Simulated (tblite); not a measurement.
# Geometry relaxation of C₂H₁₀GeNO (charge +1)

C₂H₁₀GeNO, charge +1, SMILES C[NH2+]C[O][GeH3], computed with GFN2-xTB geometry optimisation, gas phase (tblite 0.8.0).

It belongs to a series of runs on one base structure; here: H on C replaced by OGeH3.

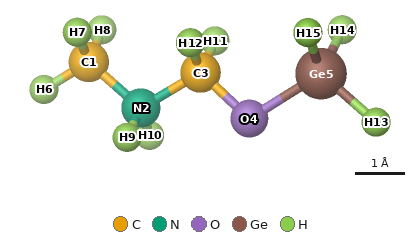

*The structure as given in the input (ball-and-stick view, seen at a tilt; atoms are numbered from 1 in the order of the input). Sticks mark near contacts.*

### Input
```
{"job": {"kind": "relax", "xc": "GFN2-xTB", "basis": "xTB"}, "charge": 1, "multiplicity": 1}
C     -2.210900    -0.085500     0.665800
N     -1.278500     0.200400    -0.426800
C      0.118500    -0.017900     0.028000
O      0.981100     0.271100    -1.052100
Ge     2.666400    -0.005900    -0.459700
H     -3.263300     0.082700     0.305500
H     -2.131500    -1.136600     0.997700
H     -2.031200     0.599500     1.534100
H     -1.476600    -0.443900    -1.220600
H     -1.396700     1.188200    -0.720700
H      0.323700     0.664000     0.880800
H      0.227900    -1.077200     0.354100
H      3.652100     0.295100    -1.612100
H      2.977100     0.942900     0.718600
H      2.837400    -1.468900    -0.014400
```

The first line tells a small driver script what to run in tblite; the rest is the geometry in Å.

Launch command:
```bash
OMP_NUM_THREADS=1 python <driver script> task.json out
```

### What the program printed
```
step      E/eV     max force
  0    -485.86558    2.099
  1    -486.01658    1.385
  2    -486.09499    0.662
  3    -486.11856    0.535
  4    -486.14507    0.400
  5    -486.15604    0.292
  6    -486.16896    0.233
  7    -486.17521    0.214
  8    -486.17959    0.166
  9    -486.18383    0.202
 10    -486.18984    0.206
 11    -486.19733    0.258
 12    -486.20627    0.283
 13    -486.21626    0.269
 14    -486.22620    0.306
 15    -486.23377    0.191
 16    -486.23814    0.181
 17    -486.24148    0.174
 18    -486.24635    0.261
 19    -486.25355    0.323
 20    -486.26265    0.268
 21    -486.27115    0.192
 22    -486.27837    0.208
 23    -486.28532    0.216
 24    -486.29126    0.210
 25    -486.29522    0.178
 26    -486.29791    0.120
 27    -486.30043    0.172
 28    -486.30337    0.189
 29    -486.30640    0.127
 30    -486.30792    0.055
 31    -486.30846    0.051
 32    -486.30890    0.058
 33    -486.30946    0.059
 34    -486.30998    0.047
 35    -486.31031    0.035
 36    -486.31046    0.026
 37    -486.31054    0.019
 38    -486.31060    0.016
 39    -486.31064    0.012
 40    -486.31067    0.010
 41    -486.31069    0.010
```

### Trajectory as extended XYZ (Å, eV, eV/Å), 15 of the 42 frames kept, from step=0 to step=41
```
15
Properties=species:S:1:pos:R:3:forces:R:3 step=0 energy=-485.86558
C    -2.2109   -0.0855    0.6658   -1.3490   0.2510   0.5300
N    -1.2785    0.2004   -0.4268   -0.0630  -0.1900   0.0860
C     0.1185   -0.0179    0.0280    0.7430   0.2060  -0.6780
O     0.9811    0.2711   -1.0521   -0.6190  -0.3920   1.2390
Ge    2.6664   -0.0059   -0.4597    2.0740   0.0550  -0.3200
H    -3.2633    0.0827    0.3055    0.9000  -0.1620   0.4230
H    -2.1315   -1.1366    0.9977    0.0270   0.5630  -0.1300
H    -2.0312    0.5995    1.5341   -0.1210  -0.6440  -0.7360
H    -1.4766   -0.4439   -1.2206    0.1730   0.4970   0.1540
H    -1.3967    1.1882   -0.7207    0.1530  -0.3920  -0.1800
H     0.3237    0.6640    0.8808   -0.1940  -0.3050  -0.2230
H     0.2279   -1.0772    0.3541   -0.1570   0.4670  -0.0770
H     3.6521    0.2951   -1.6121   -0.7530  -0.0830   0.3710
H     2.9771    0.9429    0.7186   -0.4340  -0.2810  -0.3460
H     2.8374   -1.4689   -0.0144   -0.3800   0.4100  -0.1130
15
Properties=species:S:1:pos:R:3:forces:R:3 step=3 energy=-486.11856
C    -2.2406   -0.0822    0.6748    0.1630  -0.0220  -0.1940
N    -1.2864    0.1948   -0.4134    0.1190   0.0310  -0.0110
C     0.1363   -0.0148    0.0201   -0.1150  -0.0320   0.1510
O     0.9830    0.2561   -1.0111    0.5290  -0.0550   0.0620
Ge    2.7588   -0.0066   -0.4653    0.1120  -0.0870   0.2140
H    -3.2469    0.0791    0.3198   -0.3200   0.0340  -0.0060
H    -2.1328   -1.1131    0.9949   -0.0400  -0.1040   0.0850
H    -2.0377    0.5768    1.5105   -0.0340   0.0720   0.1440
H    -1.4690   -0.4211   -1.2170    0.0310   0.0750  -0.0630
H    -1.3885    1.1684   -0.7317    0.0590  -0.0490  -0.1000
H     0.3125    0.6507    0.8737   -0.0830   0.0400   0.1740
H     0.2187   -1.0574    0.3525   -0.0840  -0.1030   0.1070
H     3.6188    0.2950   -1.6081   -0.0170   0.1360  -0.4620
H     2.9531    0.9281    0.6996   -0.1690  -0.0410  -0.0660
H     2.8164   -1.4459   -0.0212   -0.1510   0.1050  -0.0360
15
Properties=species:S:1:pos:R:3:forces:R:3 step=6 energy=-486.16896
C    -2.2429   -0.0818    0.6643   -0.0550   0.0240   0.0360
N    -1.2746    0.1957   -0.4164   -0.0050   0.0140  -0.0620
C     0.1439   -0.0178    0.0334    0.1460  -0.0410   0.0720
O     1.0365    0.2413   -0.9760   -0.1630  -0.0250   0.1640
Ge    2.8076   -0.0122   -0.4575   -0.0650   0.0740  -0.2040
H    -3.2684    0.0803    0.3256    0.1590  -0.0160  -0.0170
H    -2.1392   -1.1136    1.0011   -0.0330   0.0410  -0.0640
H    -2.0459    0.5738    1.5132   -0.0340  -0.0050  -0.0650
H    -1.4610   -0.4068   -1.2265    0.0560  -0.0840  -0.0800
H    -1.3766    1.1615   -0.7491    0.0640   0.1080  -0.0180
H     0.2974    0.6496    0.8933   -0.0180  -0.0190   0.0770
H     0.2041   -1.0630    0.3671   -0.0160  -0.0400   0.0950
H     3.5983    0.3116   -1.6619   -0.1210   0.0400  -0.1190
H     2.9252    0.9239    0.6925    0.0470   0.1110   0.1330
H     2.7912   -1.4345   -0.0249    0.0400  -0.1820   0.0510
15
Properties=species:S:1:pos:R:3:forces:R:3 step=9 energy=-486.18383
C    -2.2428   -0.0795    0.6603    0.0720   0.0100  -0.0800
N    -1.2696    0.1974   -0.4232    0.0100  -0.0220   0.0720
C     0.1524   -0.0236    0.0492   -0.1870  -0.0130   0.0760
O     1.0395    0.2354   -0.9526   -0.0790   0.0200  -0.0480
Ge    2.8119   -0.0085   -0.4697    0.0100  -0.0330   0.1030
H    -3.2634    0.0802    0.3225   -0.0010   0.0250  -0.0940
H    -2.1447   -1.1113    0.9961    0.0080   0.0200  -0.0590
H    -2.0517    0.5750    1.5092    0.0110   0.0260  -0.0410
H    -1.4509   -0.4103   -1.2362    0.0840   0.0380   0.0660
H    -1.3647    1.1688   -0.7557    0.0760  -0.0770   0.0320
H     0.2909    0.6473    0.9105   -0.0050  -0.0530   0.0540
H     0.1980   -1.0707    0.3842    0.0020   0.0110   0.0770
H     3.5781    0.3224   -1.6959   -0.1610   0.0130  -0.0160
H     2.9230    0.9327    0.7017    0.0740  -0.0540  -0.0920
H     2.7894   -1.4472   -0.0221    0.0870   0.0880  -0.0490
15
Properties=species:S:1:pos:R:3:forces:R:3 step=12 energy=-486.20627
C    -2.2372   -0.0721    0.6409   -0.1640  -0.0140   0.0300
N    -1.2580    0.1958   -0.4203    0.0920  -0.0130   0.0350
C     0.1365   -0.0362    0.0897    0.1010   0.0300  -0.0630
O     1.0189    0.2281   -0.9162    0.2180  -0.0410   0.0040
Ge    2.8173   -0.0064   -0.4762   -0.1460  -0.0270   0.0530
H    -3.2489    0.0858    0.2941   -0.2240   0.0790  -0.1530
H    -2.1520   -1.1023    0.9722    0.0350  -0.1080   0.0340
H    -2.0591    0.5820    1.4898    0.0320   0.0560   0.0390
H    -1.4131   -0.4106   -1.2393    0.0410   0.0250   0.0620
H    -1.3256    1.1669   -0.7589    0.0420  -0.0530   0.0310
H     0.2782    0.6304    0.9525   -0.0370   0.0010   0.0520
H     0.1876   -1.0810    0.4318   -0.0360   0.0040   0.0080
H     3.5016    0.3427   -1.7531   -0.1540  -0.0250   0.1210
H     2.9399    0.9377    0.6990    0.0950  -0.0960  -0.1630
H     2.8095   -1.4527   -0.0279    0.1040   0.1820  -0.0920
15
Properties=species:S:1:pos:R:3:forces:R:3 step=15 energy=-486.23377
C    -2.2531   -0.0653    0.6202   -0.0970  -0.0060   0.0150
N    -1.2372    0.1913   -0.4080   -0.0450   0.0100  -0.0160
C     0.1320   -0.0487    0.1342    0.1870  -0.0150   0.0340
O     1.0199    0.2131   -0.8700    0.0750  -0.0560   0.1230
Ge    2.8083   -0.0055   -0.4811   -0.0320   0.0660  -0.1630
H    -3.2576    0.1036    0.2383    0.0130   0.0120   0.0050
H    -2.1589   -1.1009    0.9468   -0.1310   0.0510   0.0530
H    -2.0668    0.5953    1.4678   -0.1420  -0.0650  -0.0180
H    -1.3605   -0.4083   -1.2335   -0.0300  -0.0820  -0.0240
H    -1.2713    1.1573   -0.7571   -0.0270   0.0870   0.0260
H     0.2586    0.6088    1.0078    0.0330   0.0620  -0.0380
H     0.1708   -1.0905    0.4888    0.0160  -0.0200  -0.0800
H     3.3822    0.3621   -1.7989   -0.0310  -0.0190   0.0820
H     2.9774    0.9302    0.6715    0.1140   0.0580   0.0180
H     2.8520   -1.4343   -0.0487    0.0970  -0.0810  -0.0160
15
Properties=species:S:1:pos:R:3:forces:R:3 step=18 energy=-486.24635
C    -2.2687   -0.0620    0.6073    0.0690   0.0130  -0.0660
N    -1.2283    0.1900   -0.4040    0.0150  -0.0150   0.0330
C     0.1427   -0.0571    0.1630   -0.2110   0.0030   0.0060
O     1.0308    0.1991   -0.8329   -0.0450   0.0290  -0.0620
Ge    2.8034   -0.0005   -0.4949    0.1900  -0.0700   0.1640
H    -3.2637    0.1147    0.2085   -0.0160   0.0010  -0.0220
H    -2.1825   -1.0949    0.9409   -0.1420   0.0110   0.0200
H    -2.0918    0.5954    1.4562   -0.1330   0.0050   0.0350
H    -1.3367   -0.4158   -1.2312   -0.0270   0.0310   0.0710
H    -1.2468    1.1606   -0.7520   -0.0500  -0.0640   0.0480
H     0.2536    0.6062    1.0339    0.0540   0.0210  -0.0210
H     0.1647   -1.1004    0.5100    0.0370  -0.0250  -0.0150
H     3.3178    0.3726   -1.8214    0.0720   0.0350  -0.1120
H     3.0130    0.9336    0.6577    0.0980   0.0210  -0.0360
H     2.8880   -1.4335   -0.0631    0.0890   0.0020  -0.0440
15
Properties=species:S:1:pos:R:3:forces:R:3 step=20 energy=-486.26265
C    -2.2900   -0.0553    0.5822   -0.0090   0.0080   0.0490
N    -1.2161    0.1864   -0.3932    0.0020  -0.0380   0.0990
C     0.1422   -0.0696    0.2070   -0.1870   0.0170  -0.0830
O     1.0413    0.1794   -0.7785   -0.0140   0.0800  -0.1710
Ge    2.8215    0.0017   -0.5038    0.2120  -0.0840   0.1400
H    -3.2711    0.1314    0.1617   -0.0860   0.0140  -0.1390
H    -2.2389   -1.0813    0.9352   -0.0570  -0.1140  -0.0550
H    -2.1499    0.5929    1.4405   -0.0220   0.1480   0.0940
H    -1.3049   -0.4255   -1.2201   -0.0240   0.1060   0.0890
H    -1.2166    1.1600   -0.7377   -0.0600  -0.1430   0.0270
H     0.2534    0.6056    1.0682   -0.0190  -0.0770   0.0310
H     0.1604   -1.1172    0.5373   -0.0210   0.0120   0.1110
H     3.2270    0.3912   -1.8633    0.1220   0.0300  -0.1080
H     3.0817    0.9429    0.6330    0.0830   0.0040  -0.0420
H     2.9557   -1.4346   -0.0906    0.0810   0.0390  -0.0430
15
Properties=species:S:1:pos:R:3:forces:R:3 step=23 energy=-486.28532
C    -2.3302   -0.0471    0.5629   -0.1360   0.0030   0.1140
N    -1.2095    0.1763   -0.3624   -0.0730  -0.0070   0.0350
C     0.1328   -0.0825    0.2483    0.2150  -0.0230  -0.0010
O     1.0500    0.1637   -0.7329    0.0170  -0.0030   0.0470
Ge    2.8614   -0.0002   -0.5087   -0.0430   0.0760  -0.1840
H    -3.2868    0.1551    0.0839    0.0530  -0.0130  -0.0540
H    -2.3239   -1.0743    0.9229   -0.0020  -0.0410  -0.0920
H    -2.2331    0.6040    1.4292    0.0150   0.0830  -0.0120
H    -1.2744   -0.4300   -1.1912   -0.0710   0.0000  -0.0290
H    -1.1936    1.1447   -0.7098   -0.0620   0.0200  -0.0200
H     0.2548    0.5964    1.1047   -0.0850  -0.1150   0.0580
H     0.1558   -1.1317    0.5751   -0.0600   0.0520   0.1390
H     3.1343    0.4103   -1.9021    0.1700  -0.0050  -0.0190
H     3.1934    0.9548    0.5922    0.0290   0.0150   0.0130
H     3.0646   -1.4314   -0.1340    0.0340  -0.0430   0.0050
15
Properties=species:S:1:pos:R:3:forces:R:3 step=26 energy=-486.29791
C    -2.3492   -0.0456    0.5720    0.0680   0.0010  -0.0820
N    -1.2168    0.1726   -0.3499    0.0380   0.0130  -0.0270
C     0.1423   -0.0859    0.2509   -0.0680  -0.0060   0.0760
O     1.0567    0.1637   -0.7285   -0.0050  -0.0470   0.0870
Ge    2.8787    0.0034   -0.5222   -0.0490   0.0120  -0.0250
H    -3.2894    0.1577    0.0626    0.0020   0.0120   0.0240
H    -2.3517   -1.0803    0.9139    0.0020   0.0590   0.0100
H    -2.2575    0.6177    1.4327   -0.0180  -0.0630  -0.0610
H    -1.2871   -0.4282   -1.1831   -0.0550  -0.0290   0.0190
H    -1.2083    1.1395   -0.7028   -0.0170   0.0260   0.0230
H     0.2496    0.5840    1.1138   -0.0110   0.0050   0.0630
H     0.1509   -1.1296    0.5943    0.0090  -0.0120   0.0210
H     3.1597    0.4136   -1.9152    0.1190  -0.0040  -0.0150
H     3.2240    0.9610    0.5842   -0.0130  -0.0580  -0.0780
H     3.0939   -1.4357   -0.1444   -0.0020   0.0920  -0.0350
15
Properties=species:S:1:pos:R:3:forces:R:3 step=29 energy=-486.30640
C    -2.3633   -0.0405    0.5544    0.0130   0.0050  -0.0350
N    -1.2101    0.1703   -0.3409   -0.0150  -0.0080   0.0180
C     0.1415   -0.0960    0.2872   -0.1260   0.0030   0.0130
O     1.0650    0.1468   -0.6826   -0.0250   0.0210  -0.0340
Ge    2.8868    0.0112   -0.5476    0.0490  -0.0460   0.0690
H    -3.2918    0.1690    0.0284   -0.0160   0.0140  -0.0240
H    -2.3858   -1.0712    0.9009    0.0280  -0.0230   0.0090
H    -2.2933    0.6198    1.4157    0.0200   0.0130   0.0210
H    -1.2845   -0.4339   -1.1722    0.0440   0.0110   0.0300
H    -1.2005    1.1391   -0.6916    0.0480  -0.0320   0.0190
H     0.2373    0.5707    1.1538   -0.0150   0.0440   0.0270
H     0.1419   -1.1374    0.6335   -0.0230  -0.0530   0.0030
H     3.1478    0.4239   -1.9469    0.0420  -0.0120   0.0250
H     3.2665    0.9582    0.5547   -0.0150  -0.0100  -0.0760
H     3.1383   -1.4218   -0.1688   -0.0090   0.0730  -0.0640
15
Properties=species:S:1:pos:R:3:forces:R:3 step=32 energy=-486.30890
C    -2.3708   -0.0379    0.5457   -0.0150  -0.0020   0.0250
N    -1.2082    0.1681   -0.3339   -0.0010  -0.0020   0.0000
C     0.1330   -0.1007    0.3046    0.0320  -0.0090   0.0100
O     1.0611    0.1419   -0.6660   -0.0060   0.0010   0.0300
Ge    2.8884    0.0118   -0.5528   -0.0130   0.0140  -0.0180
H    -3.2926    0.1758    0.0080    0.0020  -0.0040   0.0080
H    -2.3956   -1.0689    0.8934   -0.0050   0.0010   0.0000
H    -2.3043    0.6227    1.4081   -0.0080   0.0000   0.0070
H    -1.2731   -0.4360   -1.1648    0.0340  -0.0100  -0.0100
H    -1.1874    1.1357   -0.6847    0.0330   0.0060  -0.0010
H     0.2304    0.5669    1.1725   -0.0280   0.0120  -0.0180
H     0.1355   -1.1436    0.6513   -0.0340  -0.0040  -0.0120
H     3.1321    0.4267   -1.9540    0.0280  -0.0080   0.0150
H     3.2869    0.9567    0.5356   -0.0100   0.0520  -0.0040
H     3.1602   -1.4113   -0.1850   -0.0090  -0.0480  -0.0320
15
Properties=species:S:1:pos:R:3:forces:R:3 step=35 energy=-486.31031
C    -2.3742   -0.0371    0.5454    0.0250   0.0010  -0.0160
N    -1.2079    0.1670   -0.3319    0.0250  -0.0010   0.0050
C     0.1310   -0.1037    0.3131   -0.0020   0.0080  -0.0100
O     1.0604    0.1407   -0.6552    0.0170  -0.0120   0.0060
Ge    2.8902    0.0127   -0.5557   -0.0190   0.0020   0.0050
H    -3.2934    0.1773    0.0036   -0.0030  -0.0040   0.0140
H    -2.3991   -1.0690    0.8916   -0.0140   0.0180   0.0020
H    -2.3089    0.6241    1.4080   -0.0090  -0.0150  -0.0130
H    -1.2638   -0.4377   -1.1638   -0.0030   0.0070   0.0110
H    -1.1770    1.1348   -0.6828   -0.0050  -0.0090   0.0030
H     0.2214    0.5691    1.1780   -0.0060  -0.0310  -0.0010
H     0.1258   -1.1485    0.6565    0.0040   0.0340   0.0050
H     3.1397    0.4264   -1.9564    0.0000  -0.0020   0.0040
H     3.2885    0.9657    0.5261   -0.0030   0.0270   0.0010
H     3.1628   -1.4138   -0.1983   -0.0060  -0.0230  -0.0150
15
Properties=species:S:1:pos:R:3:forces:R:3 step=38 energy=-486.31060
C    -2.3736   -0.0367    0.5437   -0.0040   0.0000   0.0000
N    -1.2061    0.1669   -0.3314   -0.0070   0.0030  -0.0040
C     0.1310   -0.1038    0.3146    0.0030   0.0010   0.0000
O     1.0622    0.1392   -0.6519   -0.0010   0.0010  -0.0110
Ge    2.8901    0.0129   -0.5560    0.0080  -0.0050   0.0100
H    -3.2936    0.1774    0.0034    0.0050   0.0010  -0.0050
H    -2.4015   -1.0676    0.8913    0.0000  -0.0040  -0.0010
H    -2.3111    0.6232    1.4069    0.0040   0.0040   0.0000
H    -1.2621   -0.4376   -1.1629   -0.0010  -0.0030  -0.0020
H    -1.1752    1.1342   -0.6824   -0.0040   0.0060  -0.0020
H     0.2191    0.5670    1.1802    0.0060  -0.0040   0.0140
H     0.1242   -1.1472    0.6587    0.0080  -0.0040   0.0100
H     3.1403    0.4264   -1.9574   -0.0070  -0.0030   0.0120
H     3.2889    0.9698    0.5239   -0.0040   0.0070  -0.0080
H     3.1630   -1.4160   -0.2026   -0.0050   0.0010  -0.0110
15
Properties=species:S:1:pos:R:3:forces:R:3 step=41 energy=-486.31069
C    -2.3744   -0.0364    0.5424    0.0000   0.0000   0.0030
N    -1.2055    0.1668   -0.3308    0.0010   0.0000   0.0000
C     0.1309   -0.1042    0.3166    0.0040  -0.0030   0.0050
O     1.0621    0.1383   -0.6503    0.0000   0.0000   0.0100
Ge    2.8904    0.0126   -0.5553    0.0010   0.0030  -0.0050
H    -3.2933    0.1782    0.0005    0.0020   0.0010  -0.0040
H    -2.4033   -1.0673    0.8901    0.0000  -0.0010  -0.0030
H    -2.3124    0.6238    1.4055    0.0010   0.0030   0.0000
H    -1.2597   -0.4380   -1.1622   -0.0030  -0.0010  -0.0030
H    -1.1734    1.1341   -0.6819   -0.0060   0.0020  -0.0010
H     0.2187    0.5651    1.1837    0.0070   0.0040  -0.0020
H     0.1242   -1.1473    0.6620    0.0040  -0.0050  -0.0020
H     3.1353    0.4265   -1.9571   -0.0010  -0.0010   0.0030
H     3.2911    0.9721    0.5211   -0.0040   0.0030   0.0000
H     3.1651   -1.4164   -0.2063   -0.0040  -0.0040  -0.0010
```

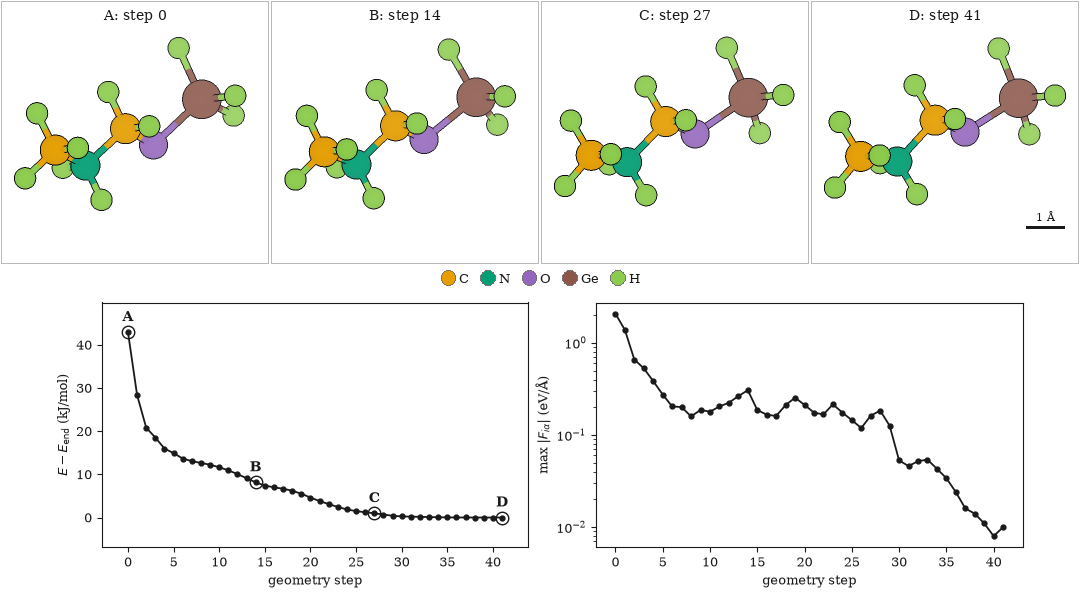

*Frames of the relaxation (ball-and-stick view, seen at a tilt) above the curves, on which the letters mark them (steps are counted from 0).*

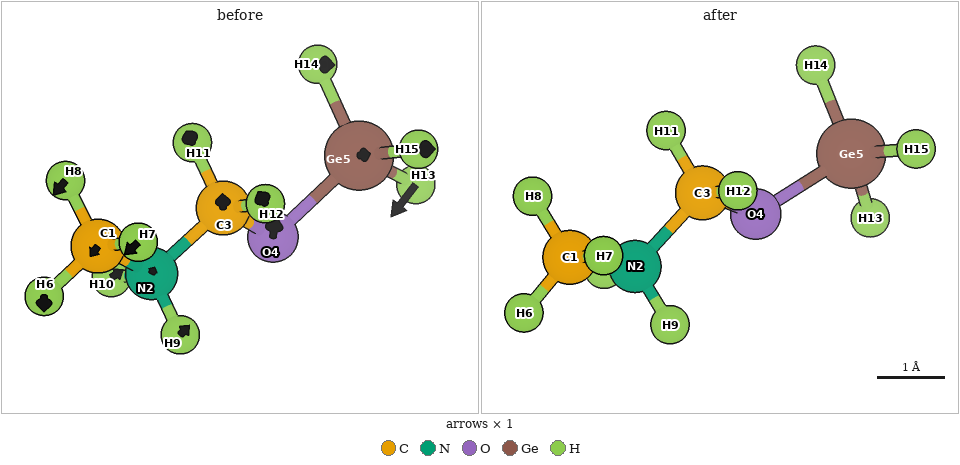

*Before (left) and after (right) the relaxation, at one scale (ball-and-stick view, seen at a tilt). The black arrows give the displacements, at true length.*

After 41 geometry steps the energy has fallen by 42.9 kJ/mol. The largest force component goes from 2.1 to 0.01 eV/Å. The largest move after the best rigid fit is that of H13, 0.63 Å. Largest moves by element: H 0.63 Å, O 0.43 Å, C 0.30 Å, Ge 0.24 Å, N 0.13 Å. Among the contacts that change: Ge5–H13 1.546 → 1.482 Å, C3–O4 1.412 → 1.364 Å, Ge5–H14 1.544 → 1.497 Å, C1–H6 1.125 → 1.088 Å. Among the angles that change: C3–O4–Ge5 106.7° → 129.1°, O4–Ge5–H13 108.7° → 95.5°, H13–Ge5–H14 108.7° → 117.2°. (Atoms are counted from 1 in the order of the input.)

### Key numbers

| quantity | value |
| --- | --- |
| outcome | converged |
| total energy | −486.3107 eV |
| hardware | 1 CPU thread, shared host |
| peak memory | 0.18 GiB |
